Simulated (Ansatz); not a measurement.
Consider Br3HOTi (SMILES [OH][Ti]([Br])([Br])[Br]).

```xyz
6

O    -0.6451    0.4307    1.1636
Ti    0.2298   -0.1702   -0.2162
Br    1.9875   -1.5292    0.4994
Br   -1.2263   -1.3875   -1.5728
Br    1.0568    1.6348   -1.4413
H    -1.3605    0.9573    1.5212
```

Geometry: PBE0-D4/def2-TZVP.

Theory: RKS PBE0-D4/def2-TZVPP (Ansatz).

What will maps of the electron density and electron localisation function show?

Answer. Ti–O (1.74 Å): ρ is about 1.2 e/Å³ halfway; the ELF peaks at about 0.80 in the valence shell of O, 0.5 Å from its nucleus, and drops to about 0.25 between the two atoms.
Ti–Br (2.33 Å): ρ is about 0.64 e/Å³ halfway; the ELF peaks at about 0.75 in the valence shell of Br, 1.0 Å from its nucleus, and is about 0.55 at the midpoint.
O–H (0.96 Å): ρ at the midpoint is about 3.8 e/Å³; the ELF climbs to about 1 towards the hydrogen, as it does in any bond to H; an ordinary covalent bond to hydrogen.

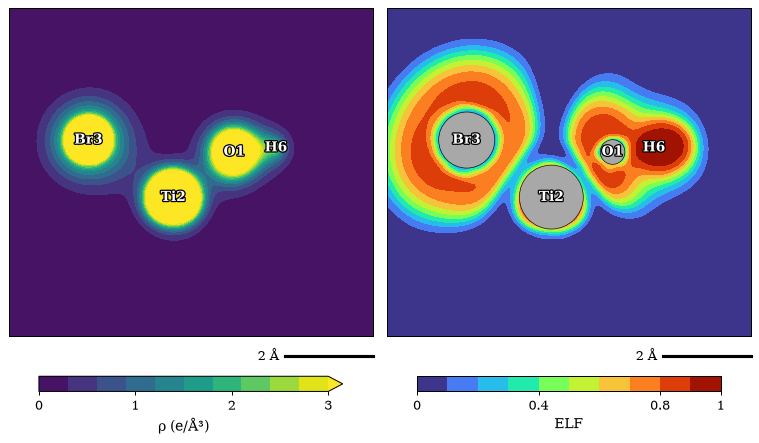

Computed electron density and electron localisation function on the plane of atoms Ti2, O1 and H6, in this order. Grey discs cover the atomic cores in the ELF map. 
